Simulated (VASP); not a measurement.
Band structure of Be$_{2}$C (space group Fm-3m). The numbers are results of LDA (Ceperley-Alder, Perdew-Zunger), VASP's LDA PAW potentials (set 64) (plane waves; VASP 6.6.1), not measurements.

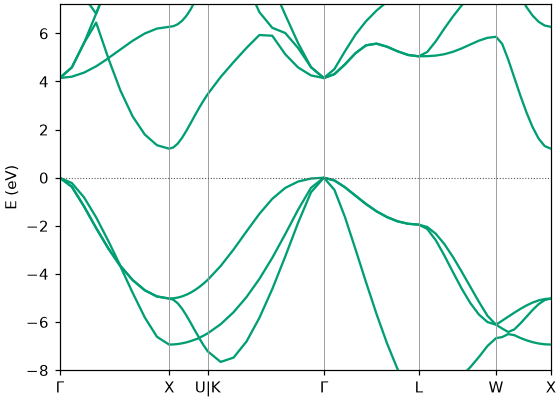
Bands along high-symmetry lines, zero at the valence-band maximum or, without a gap, the Fermi level

Q: Read the plot: is there a gap, and where are the band edges?

A: The gap is indirect, 1.21 eV, from the valence maximum at Γ to the conduction minimum at X.

The structure is a typed Be2C crystal (Fm-3m). The cell was not relaxed at this level.
